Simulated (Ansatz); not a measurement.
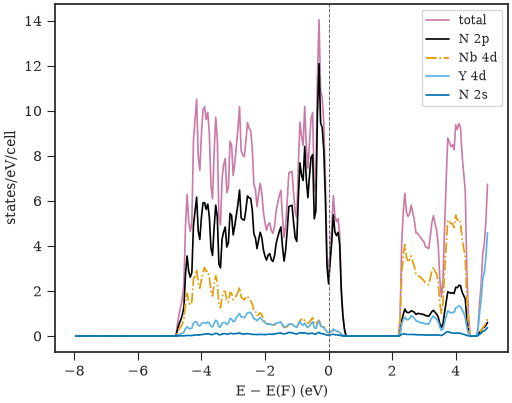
Total and projected density of states of YNbN$_{3}$ in space group R3c (No. 161; Y on 6a, Nb on 6a, N on 18b), plane-wave PAW PBE (Ansatz code)

Q: Which orbitals carry the states next to the Fermi level?

A: Within 0.5 eV of the Fermi level: N 2p 86 %, Nb 4d 5 %. Projections are on Löwdin-orthogonalised atomic valence shells; empty p or d shells of many metals are not among them.

Q: Where is the tallest occupied peak in this window, and what makes it?

A: Near -0.3 eV, about 14 states/eV per cell; the largest projected share is N 2p.

The start of the workflow was typed in or built on a structure type; neither database checked (COD, Materials Project) lists it. Whether it is the stable phase at ambient conditions was not checked. Symmetry was held in the PBE relaxation; its stability against distortions is not shown here. Magnetic state: ferromagnetic, the only order run, not a proven ground state. No Hubbard U is applied. Scalar-relativistic: spin–orbit coupling is off unless named, which matters more the heavier the elements.

Potentials: the earlier of the program's two PAW sets.
